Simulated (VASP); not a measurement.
Band structure of MgTe (space group P6_3mc). Method: PBEsol GGA with spin-orbit coupling, VASP's PBE PAW potentials (set 64) (plane waves; VASP).

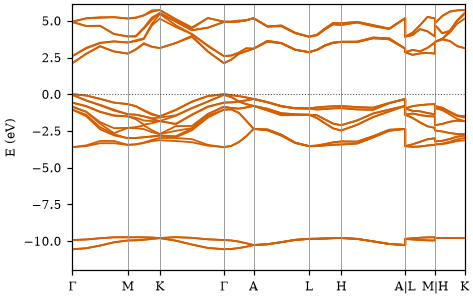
*Bands along high-symmetry lines, zero at the valence-band maximum or, without a gap, the Fermi level*

Task: Read the plot: is there a gap, and where are the band edges?

Result: The gap is direct, 2.11 eV, from the valence maximum at Γ to the conduction minimum at Γ.

The structure comes from a measured MgTe entry (P6_3mc) of the Crystallography Open Database, whose conditions weren't checked. It was relaxed first.
